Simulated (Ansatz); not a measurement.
Run report: SiH₆O, molecular dynamics (part 4 of 4)

SiH₆O; RKS PBE-D4/def2-SVP (Ansatz 0.2.0). It belongs to a series of runs on one base structure; here: dynamics from the highest image of the converged band.

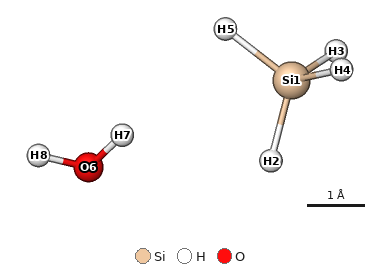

*The geometry at step 162 of the log (ball-and-stick view, seen at a tilt; atoms are numbered from 1 in the order of the input).*

Trajectory as extended XYZ, continued:
```
8
Properties=species:S:1:pos:R:3:forces:R:3 step=123 time_fs=61.5 energy=-10010.85045 temperature=1615.9
Si    0.2296    0.1985   -0.3637   -0.1790  -0.0251   0.6592
H     0.0021    0.7169    1.0357    0.1259  -0.0336  -0.1516
H     1.6161   -0.4130   -0.4175   -0.1755   0.1590  -0.2088
H     0.0249    1.3607   -1.3001    0.1317  -0.1729  -0.1335
H    -0.8042   -0.8786   -0.5948    0.2219   0.0717  -0.2342
O    -2.5354   -0.5067    1.2572   -0.0381   0.2232   0.5237
H    -2.6524   -0.9248    0.3933   -0.1572  -0.2286  -0.2531
H    -3.1868   -0.9478    1.8367    0.0704   0.0064  -0.2018
8
Properties=species:S:1:pos:R:3:forces:R:3 step=127 time_fs=63.5 energy=-10010.86968 temperature=1640.7
Si    0.2554    0.2049   -0.3778   -0.2661  -0.0936   0.4184
H     0.0125    0.7037    1.0054    0.0861   0.1171   0.1546
H     1.6360   -0.3699   -0.4519    0.1106   0.0196  -0.1646
H     0.0462    1.3436   -1.3273    0.0562  -0.0311  -0.1896
H    -0.7503   -0.8904   -0.5978    0.0811  -0.0172  -0.2495
O    -2.5807   -0.5190    1.2903    0.2674   0.2014  -0.3152
H    -2.6884   -0.8755    0.3852   -0.0668   0.0190   0.2509
H    -3.2550   -0.9791    1.8088   -0.2684  -0.2152   0.0950
8
Properties=species:S:1:pos:R:3:forces:R:3 step=131 time_fs=65.5 energy=-10010.87272 temperature=1644.7
Si    0.2808    0.2111   -0.3913   -0.2966  -0.1147   0.1663
H     0.0262    0.6949    0.9808    0.0484   0.2303   0.3758
H     1.6600   -0.3259   -0.4926    0.3412  -0.0886  -0.1050
H     0.0697    1.3251   -1.3617   -0.0215   0.0711  -0.1926
H    -0.6932   -0.9029   -0.6104   -0.0478  -0.1055  -0.2466
O    -2.6255   -0.5309    1.3226    0.0154  -0.0825  -0.5609
H    -2.7270   -0.8259    0.3860    0.0154   0.1434   0.5722
H    -3.3316   -1.0174    1.7831   -0.0545  -0.0537  -0.0092
8
Properties=species:S:1:pos:R:3:forces:R:3 step=135 time_fs=67.5 energy=-10010.87808 temperature=1651.6
Si    0.3058    0.2172   -0.4046   -0.2088  -0.1130   0.0173
H     0.0419    0.6945    0.9698    0.0489   0.2385   0.3318
H     1.6964   -0.2851   -0.5372    0.3323  -0.1000  -0.0207
H     0.0924    1.3091   -1.4032   -0.0821   0.0838  -0.1030
H    -0.6378   -0.9191   -0.6322   -0.0974  -0.1176  -0.2077
O    -2.6703   -0.5431    1.3538   -0.4471  -0.3346  -0.0046
H    -2.7651   -0.7715    0.4064    0.0407   0.0580   0.1617
H    -3.4094   -1.0571    1.7569    0.4135   0.2850  -0.1748
8
Properties=species:S:1:pos:R:3:forces:R:3 step=138 time_fs=69.0 energy=-10010.88038 temperature=1654.5
Si    0.3244    0.2217   -0.4145   -0.0733  -0.1188  -0.0281
H     0.0549    0.7002    0.9698    0.0747   0.1776   0.1339
H     1.7318   -0.2569   -0.5713    0.1608  -0.0524   0.0595
H     0.1075    1.2992   -1.4370   -0.1117   0.0442   0.0139
H    -0.5985   -0.9342   -0.6539   -0.0736  -0.0596  -0.1519
O    -2.7045   -0.5526    1.3771   -0.4927  -0.3230   0.3407
H    -2.7928   -0.7290    0.4266    0.0579   0.0104  -0.2788
H    -3.4588   -1.0807    1.7335    0.4580   0.3215  -0.0893
8
Properties=species:S:1:pos:R:3:forces:R:3 step=142 time_fs=71.0 energy=-10010.87260 temperature=1644.4
Si    0.3491    0.2275   -0.4278    0.1265  -0.1482  -0.0756
H     0.0749    0.7134    0.9734    0.1130   0.0623  -0.1881
H     1.7836   -0.2208   -0.6145   -0.1447   0.0271   0.1713
H     0.1238    1.2872   -1.4812   -0.1344  -0.0217   0.1808
H    -0.5483   -0.9559   -0.6876    0.0013   0.0708  -0.0525
O    -2.7510   -0.5660    1.4088   -0.1015  -0.0723  -0.0182
H    -2.8275   -0.6716    0.4450    0.1202   0.0749  -0.2070
H    -3.5111   -1.1028    1.7003    0.0197   0.0071   0.1893
8
Properties=species:S:1:pos:R:3:forces:R:3 step=146 time_fs=73.0 energy=-10010.84559 temperature=1609.8
Si    0.3739    0.2331   -0.4412    0.2693  -0.1915  -0.1691
H     0.0991    0.7290    0.9700    0.1216  -0.0268  -0.3911
H     1.8301   -0.1838   -0.6512   -0.3553   0.0683   0.2571
H     0.1350    1.2745   -1.5185   -0.1474  -0.0447   0.2923
H    -0.4981   -0.9749   -0.7233    0.0633   0.1844   0.0518
O    -2.7979   -0.5796    1.4403    0.1958   0.1435  -0.7317
H    -2.8577   -0.6115    0.4572    0.1505   0.1004   0.4145
H    -3.5623   -1.1244    1.6737   -0.2978  -0.2336   0.2762
8
Properties=species:S:1:pos:R:3:forces:R:3 step=150 time_fs=75.0 energy=-10010.83333 temperature=1594.0
Si    0.3991    0.2384   -0.4548    0.3160  -0.2270  -0.3138
H     0.1278    0.7438    0.9524    0.0840  -0.0510  -0.3756
H     1.8636   -0.1443   -0.6783   -0.3623   0.0514   0.2911
H     0.1406    1.2603   -1.5451   -0.1592   0.0032   0.3057
H    -0.4456   -0.9871   -0.7571    0.0684   0.2122   0.1355
O    -2.8443   -0.5929    1.4703   -0.1063  -0.0323  -0.6907
H    -2.8824   -0.5479    0.4838    0.0807   0.0152   0.5672
H    -3.6226   -1.1532    1.6567    0.0787   0.0283   0.0807
8
Properties=species:S:1:pos:R:3:forces:R:3 step=154 time_fs=77.0 energy=-10010.83412 temperature=1594.9
Si    0.4248    0.2434   -0.4689    0.2606  -0.2325  -0.4805
H     0.1596    0.7568    0.9211    0.0054  -0.0070  -0.1503
H     1.8839   -0.1030   -0.6943   -0.1577  -0.0106   0.2644
H     0.1400    1.2464   -1.5601   -0.1711   0.1064   0.2253
H    -0.3908   -0.9915   -0.7858    0.0093   0.1315   0.1834
O    -2.8911   -0.6063    1.4987   -0.3751  -0.2739  -0.0152
H    -2.9042   -0.4836    0.5299   -0.0234  -0.0215   0.0598
H    -3.6799   -1.1809    1.6430    0.4521   0.3076  -0.0869
8
Properties=species:S:1:pos:R:3:forces:R:3 step=158 time_fs=79.0 energy=-10010.83043 temperature=1590.1
Si    0.4508    0.2481   -0.4836    0.1302  -0.1856  -0.6164
H     0.1916    0.7697    0.8843   -0.0889   0.0689   0.1683
H     1.8985   -0.0622   -0.7004    0.1653  -0.0831   0.1901
H     0.1330    1.2365   -1.5667   -0.1735   0.2112   0.1026
H    -0.3356   -0.9912   -0.8076   -0.0853  -0.0245   0.1957
O    -2.9386   -0.6202    1.5270   -0.0373  -0.1117   0.3427
H    -2.9267   -0.4199    0.5788   -0.0918  -0.0041  -0.2690
H    -3.7220   -1.1983    1.6264    0.1812   0.1290  -0.1140
8
Properties=species:S:1:pos:R:3:forces:R:3 step=162 time_fs=81.0 energy=-10010.81865 temperature=1575.1
Si    0.4769    0.2526   -0.4992    0.0057  -0.0732  -0.6423
H     0.2202    0.7851    0.8535   -0.1551   0.1023   0.3728
H     1.9192   -0.0244   -0.6993    0.4050  -0.1202   0.1041
H     0.1194    1.2346   -1.5693   -0.1461   0.2480   0.0141
H    -0.2837   -0.9917   -0.8219   -0.1589  -0.1712   0.1883
O    -2.9861   -0.6344    1.5559    0.5510   0.3907  -0.0278
H    -2.9528   -0.3568    0.6200   -0.1473  -0.1297   0.1207
H    -3.7581   -1.2115    1.6055   -0.3542  -0.2469  -0.1299
8
Properties=species:S:1:pos:R:3:forces:R:3 step=165 time_fs=82.5 energy=-10010.81827 temperature=1574.6
Si    0.4966    0.2559   -0.5114   -0.0273   0.0420  -0.5558
H     0.2380    0.7991    0.8393   -0.1639   0.0610   0.3525
H     1.9442    0.0010   -0.6956    0.4073  -0.1073   0.0532
H     0.1055    1.2392   -1.5706   -0.0957   0.2057   0.0012
H    -0.2486   -0.9960   -0.8279   -0.1674  -0.2161   0.1829
O    -3.0210   -0.6445    1.5777    0.5420   0.4757  -0.2806
H    -2.9758   -0.3124    0.6527   -0.1802  -0.2569   0.4178
H    -3.7923   -1.2263    1.5865   -0.3148  -0.2041  -0.1713
8
Properties=species:S:1:pos:R:3:forces:R:3 step=169 time_fs=84.5 energy=-10010.83107 temperature=1590.9
Si    0.5227    0.2603   -0.5284    0.0138   0.1875  -0.3264
H     0.2563    0.8193    0.8312   -0.1226  -0.0708   0.1249
H     1.9902    0.0315   -0.6890    0.1628  -0.0498   0.0066
H     0.0841    1.2518   -1.5722    0.0072   0.0728   0.0429
H    -0.2071   -1.0088   -0.8298   -0.1048  -0.1546   0.1820
O    -3.0666   -0.6571    1.6061   -0.0638  -0.0088  -0.1692
H    -3.0126   -0.2617    0.7096   -0.1627  -0.2222   0.2790
H    -3.8460   -1.2510    1.5557    0.2700   0.2458  -0.1398
8
Properties=species:S:1:pos:R:3:forces:R:3 step=173 time_fs=86.5 energy=-10010.82820 temperature=1587.3
Si    0.5489    0.2650   -0.5458    0.0710   0.2676  -0.0533
H     0.2701    0.8368    0.8278   -0.0542  -0.2137  -0.1517
H     2.0422    0.0602   -0.6822   -0.1853   0.0121  -0.0350
H     0.0630    1.2672   -1.5721    0.1214  -0.0822   0.0915
H    -0.1694   -1.0271   -0.8248    0.0068   0.0019   0.1748
O    -3.1122   -0.6697    1.6342   -0.3947  -0.4338   0.1593
H    -3.0553   -0.2187    0.7760   -0.0701   0.0404  -0.1746
H    -3.8905   -1.2673    1.5198    0.5051   0.4078  -0.0109
8
Properties=species:S:1:pos:R:3:forces:R:3 step=177 time_fs=88.5 energy=-10010.81801 temperature=1574.1
Si    0.5752    0.2700   -0.5633    0.0663   0.2623   0.1845
H     0.2817    0.8463    0.8189    0.0022  -0.2896  -0.3010
H     2.0875    0.0892   -0.6767   -0.4176   0.0464  -0.0857
H     0.0464    1.2795   -1.5686    0.2059  -0.1859   0.0838
H    -0.1316   -1.0454   -0.8131    0.1055   0.1534   0.1416
O    -3.1587   -0.6832    1.6626   -0.0427  -0.1292   0.1077
H    -3.1007   -0.1748    0.8374    0.0228   0.1234  -0.1570
H    -3.9180   -1.2698    1.4831    0.0575   0.0192   0.0261
8
Properties=species:S:1:pos:R:3:forces:R:3 step=181 time_fs=90.5 energy=-10010.80687 temperature=1559.9
Si    0.6015    0.2754   -0.5805   -0.0177   0.1903   0.3442
H     0.2934    0.8450    0.7992    0.0237  -0.2656  -0.2505
H     2.1174    0.1198   -0.6745   -0.4197   0.0480  -0.1431
H     0.0376    1.2850   -1.5622    0.2319  -0.1989  -0.0045
H    -0.0899   -1.0581   -0.7961    0.1465   0.2140   0.0745
O    -3.2052   -0.6970    1.6912    0.3124   0.4515  -0.2732
H    -3.1454   -0.1271    0.8941    0.0593  -0.1084   0.2818
H    -3.9431   -1.2714    1.4472   -0.3363  -0.3309  -0.0292
8
Properties=species:S:1:pos:R:3:forces:R:3 step=185 time_fs=92.5 energy=-10010.80682 temperature=1559.6
Si    0.6279    0.2810   -0.5973   -0.1648   0.0907   0.4094
H     0.3058    0.8339    0.7703    0.0064  -0.1522  -0.0242
H     2.1321    0.1523   -0.6778   -0.1887   0.0277  -0.1961
H     0.0374    1.2832   -1.5562    0.1948  -0.1284  -0.1526
H    -0.0427   -1.0630   -0.7763    0.1195   0.1513  -0.0181
O    -3.2512   -0.7098    1.7192   -0.0549   0.2980  -0.5350
H    -3.1880   -0.0833    0.9606    0.0581  -0.2306   0.4152
H    -3.9785   -1.2836    1.4107    0.0297  -0.0565   0.1015
8
Properties=species:S:1:pos:R:3:forces:R:3 step=188 time_fs=94.0 energy=-10010.80064 temperature=1551.7
Si    0.6475    0.2854   -0.6095   -0.2927   0.0303   0.4109
H     0.3153    0.8214    0.7477   -0.0208  -0.0384   0.1922
H     2.1378    0.1773   -0.6851    0.0753   0.0097  -0.2252
H     0.0422    1.2784   -1.5551    0.1400  -0.0511  -0.2678
H    -0.0044   -1.0628   -0.7617    0.0675   0.0396  -0.0934
O    -3.2857   -0.7189    1.7394   -0.4226  -0.1490  -0.4849
H    -3.2184   -0.0557    1.0204    0.0535  -0.0958   0.2076
H    -4.0052   -1.2949    1.3857    0.3997   0.2549   0.2606
8
Properties=species:S:1:pos:R:3:forces:R:3 step=192 time_fs=96.0 energy=-10010.78794 temperature=1535.5
Si    0.6732    0.2912   -0.6253   -0.4208   0.0094   0.4108
H     0.3272    0.8039    0.7244   -0.0413   0.0881   0.3890
H     2.1489    0.2111   -0.7023    0.3717  -0.0029  -0.2388
H     0.0532    1.2706   -1.5630    0.0691   0.0227  -0.3629
H     0.0488   -1.0617   -0.7457   -0.0064  -0.1261  -0.1834
O    -3.3326   -0.7314    1.7653   -0.3795  -0.4080  -0.1551
H    -3.2573   -0.0213    1.1060    0.0372   0.1396  -0.0910
H    -4.0280   -1.3016    1.3607    0.3701   0.2771   0.2314
8
Properties=species:S:1:pos:R:3:forces:R:3 step=196 time_fs=98.0 energy=-10010.78806 temperature=1535.6
Si    0.6985    0.2970   -0.6406   -0.4163   0.0567   0.4688
H     0.3377    0.7895    0.7153   -0.0076   0.1309   0.3416
H     2.1734    0.2447   -0.7286    0.3966   0.0019  -0.2137
H     0.0669    1.2633   -1.5844    0.0410   0.0108  -0.3386
H     0.1019   -1.0651   -0.7366   -0.0387  -0.2079  -0.2450
O    -3.3802   -0.7448    1.7909    0.2128   0.1324   0.1542
H    -3.2949    0.0172    1.1894   -0.0307  -0.0243  -0.0204
H    -4.0382   -1.2990    1.3435   -0.1572  -0.1004  -0.1468
8
Properties=species:S:1:pos:R:3:forces:R:3 step=200 time_fs=100.0 energy=-10010.79387 temperature=1543.0
Si    0.7231    0.3029   -0.6551   -0.2761   0.1061   0.5536
H     0.3480    0.7799    0.7185    0.0744   0.0990   0.0789
H     2.2121    0.2785   -0.7630    0.1279   0.0096  -0.1485
H     0.0823    1.2562   -1.6184    0.0609  -0.0785  -0.2021
H     0.1537   -1.0761   -0.7367   -0.0094  -0.1430  -0.2705
O    -3.4274   -0.7578    1.8168    0.4578   0.5548   0.1960
H    -3.3337    0.0541    1.2723   -0.1249  -0.3855   0.1354
H    -4.0532   -1.2993    1.3213   -0.3106  -0.1625  -0.3428
```

The run was set up as follows.

The input:
```yaml
crystal:
  periodic: [false, false, false]
  atoms:
    - { symbol: Si, position_ang: [-0.218378, 0.078529, -0.137518] }
    - { symbol: H, position_ang: [-0.166439, 0.670261, 1.535484] }
    - { symbol: H, position_ang: [1.080524, -0.632924, 0.141342] }
    - { symbol: H, position_ang: [-0.060074, 1.474956, -0.667686] }
    - { symbol: H, position_ang: [-0.761154, -0.701077, -1.332484] }
    - { symbol: O, position_ang: [-1.863584, -0.341311, 0.78714] }
    - { symbol: H, position_ang: [-2.10005, -1.291728, 0.862942] }
    - { symbol: H, position_ang: [-1.173047, 0.113592, 1.574579] }
basis:
  gaussian: { orbitals: def2-SVP }
hamiltonian:
  xc: pbe
  dispersion: d4
md:
  timestep: 0.5
  n_steps: 200
  ensemble: nve
  temperature: 100.0
  initial_velocities: maxwell_boltzmann
  seed: 2813
```

Command:
```bash
ansatz run input.yaml --threads 1 --pin off --max-ram 2048MiB --backend cpu --events-out ev --progress --plain --runs-dir out
```

Results in brief:

```json
{"quantity": "outcome", "value": "finished"}
{"quantity": "mean temperature over the second half", "value": "1581 K"}
{"quantity": "trajectory", "value": "200 steps, 100 fs"}
{"quantity": "ensemble", "value": "nve"}
{"quantity": "temperature in the input", "value": "100.0 K"}
{"quantity": "time step", "value": "0.5 fs"}
{"quantity": "potential energy (last step)", "value": "−10010.7939 eV"}
{"quantity": "mean-field energy (last step)", "value": "−10010.7426 eV"}
{"quantity": "largest force (length of the vector) (last step)", "value": "0.745 eV/Å"}
{"quantity": "hardware", "value": "1 thread of Arm Neoverse V2, 24 GiB of memory available, shared host"}
{"quantity": "wall time", "value": "3.3 min"}
{"quantity": "peak memory", "value": "0.1 GiB"}
```

Remarks:

So short a trajectory is not equilibrated.
